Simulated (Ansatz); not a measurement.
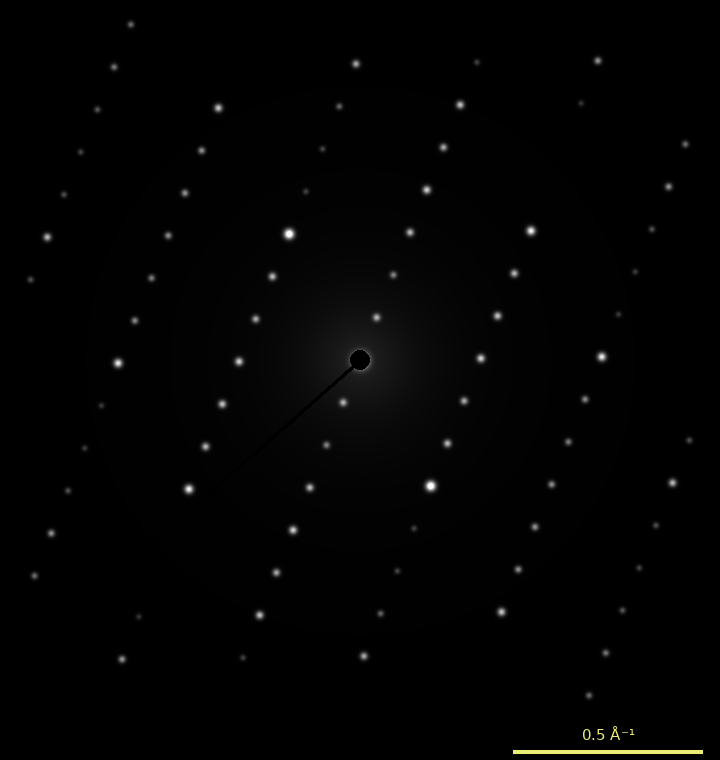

Computed electron diffraction pattern, 80 kV, single scattering only, B = 0.5 Å².

It belongs to AgBr₃, space group P-3m1 (No. 164), a = 3.883 Å, c = 8.242 Å (hexagonal axes). Structure: the geometry relaxed with Ansatz, DFT, PAW plane waves, r2scan; the starting structure was generated, so it need not be a known form of this composition.

Which low-index zone axis gives this pattern?

The spots form a rectangular net whose two shortest vectors correspond to d = 8.24 Å and 3.36 Å, 90.0° apart. They index as 0 0 1 and 0 1 0, so the zone axis is ±[100] (or an equivalent direction of <100>).

Which reflections of this zone are missing, and why?

Reflections such as 0 1 5, 0 1 6, 0 2 -5 are allowed but too weak to see at this display level.

List the strongest reflections.

Strongest reflections with d > 1.12 Å, one of each family (|F|² from tabulated Gaussian fits of the electron scattering factors, times a small damping for the curvature of the Ewald sphere):

```
   hkl  d (Å)  I (strongest = 100)
0 1 -2  2.606                  100
 0 1 4  1.757                   42
 0 2 2  1.557                   37
 0 1 1  3.114                   24
 0 0 4  2.060                   24
0 2 -4  1.303                   20
```
